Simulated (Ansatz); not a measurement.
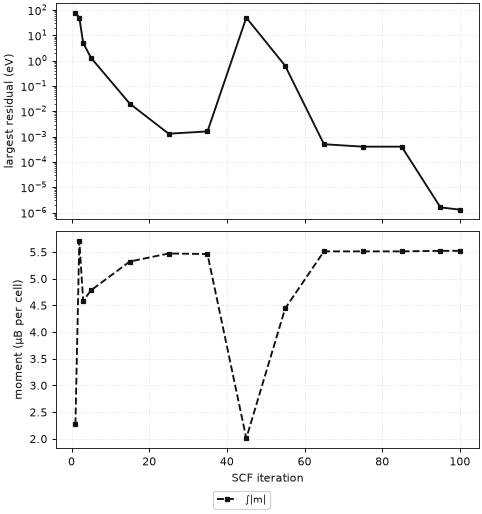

The plot shows the SCF iterations of a calculation: largest residual, magnetic moments. Only some iterations were kept.

System: CrOs (2 atoms in the cell).
Method: DFT, PBE, fully relativistic norm-conserving potentials, plane waves, spin-orbit coupling (Ansatz); cutoff 600 eV, 1×1×1 k-mesh, Fermi–Dirac smearing of 0.05 eV.
Setting under test: symmetry off, residual threshold 1.0e-5 eV, default search for lower states.

**Did the calculation converge?**

It did not converge: it stopped after 100 iterations. The residual is still falling at the last step (down to 1.3 × 10⁻⁶).

**What is the residual at the start and at the end?**

It starts near 80 and ends near 10⁻⁶ eV.

**What happens to the magnetisation?**

The integral of |m| doesn't settle. Over the last points it still swings between 4.4 and 5.5 μB per cell.
